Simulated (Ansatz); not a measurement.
Convergence study of the k-point mesh for Cs (Im-3m, 1 atom in the cell)

```yaml
crystal:
  lattice:
    - [-3.03475, 3.03475, 3.03475]
    - [3.03475, -3.03475, 3.03475]
    - [3.03475, 3.03475, -3.03475]
  atoms:
    - { symbol: Cs, position: [0.00000, 0.00000, 0.00000] }
```

Method of the run: PBEsol, default PAW files made with PBE (plane waves; Ansatz, an electronic-structure program).

Base settings: basis.ecutwfc = 30.9 Ry; kpoints.mp_grid.grid = 8 8 8; hamiltonian.xc = pbesol; hamiltonian.pseudopotentials = {kind: paw} (the program's default PAW files); scf.occupations.method = gaussian; scf.occupations.width = 0.0073 Ry.

The second cell is the first with its lattice scaled by 0.98.

Only quantities that move along the ladder and can be compared are tabulated.

The count of work is k-points × plane waves × bands × iterations; it is no time. 

The starting cell has typed, rounded lattice constants, without a prior relaxation at this level. Its lattice was rescaled by up to half a per cent. Ansatz's pressure includes its estimate of the finite-basis (Pulay) stress.

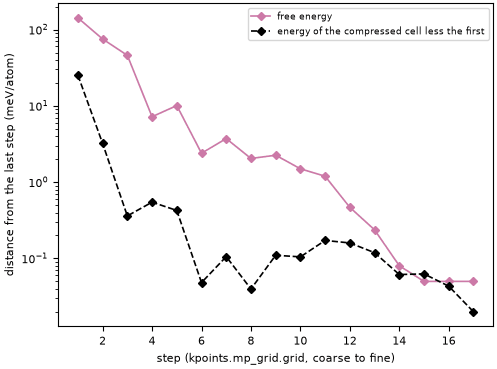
Figure: Distance from the last step along the ladder; very small values are drawn at a floor.

| kpoints.mp_grid.grid | free energy less the last step's (meV/atom) | energy of the compressed cell less the first (meV/atom) | pressure (GPa) | count of work / last |
|---|---|---|---|---|
| 2 2 2 | 142.39 | -25.17 | -0.60 | 0.0066 |
| 3 3 3 | -75.27 | -3.16 | -0.13 | 0.0088 |
| 4 4 4 | 45.94 | 0.41 | -0.04 | 0.018 |
| 5 5 5 | -7.20 | -0.50 | -0.07 | 0.022 |
| 6 6 6 | 10.08 | 0.48 | -0.05 | 0.035 |
| 7 7 7 | -2.39 | 0.10 | -0.06 | 0.044 |
| 8 8 8 | 3.72 | 0.16 | -0.06 | 0.064 |
| 9 9 9 | -2.04 | 0.09 | -0.06 | 0.077 |
| 10 10 10 | 2.25 | 0.16 | -0.06 | 0.10 |
| 11 11 11 | -1.50 | -0.05 | -0.06 | 0.12 |
| 12 12 12 | 1.19 | 0.22 | -0.05 | 0.16 |
| 14 14 14 | 0.47 | 0.21 | -0.06 | 0.23 |
| 15 15 15 | -0.24 | -0.07 | -0.06 | 0.26 |
| 17 17 17 | -0.08 | -0.01 | -0.06 | 0.36 |
| 18 18 18 | 0.03 | 0.11 | -0.06 | 0.43 |
| 20 20 20 | 0.00 | 0.09 | -0.06 | 0.56 |
| 23 23 23 | 0.00 | 0.04 | -0.06 | 0.80 |
| 25 25 25 | 0.00 | 0.05 | -0.06 | 1.0 |

Coarsest kpoints.mp_grid.grid that holds the free energy within 5 meV/atom of the last step, with all finer ones: 7 7 7, at 0.044 of the last step's count of work; the step before is off by 10 meV/atom.

Coarsest kpoints.mp_grid.grid that holds the pressure within 0.5 GPa of the last step, with all finer ones: 3 3 3, at 0.0088 of the last step's count of work; the step before is off by 0.55 GPa.

Coarsest kpoints.mp_grid.grid that holds the energy of the compressed cell less the first within 0.5 meV/atom of the last step, with all finer ones: 6 6 6, at 0.035 of the last step's count of work; the step before is off by 0.55 meV/atom.

The energy difference between the two cells stays within 1 meV/atom of the last step's from 4 4 4 on, the total only from 14 14 14 on: much of the error is common to both cells and cancels.

Keys are those of Ansatz 0.2.
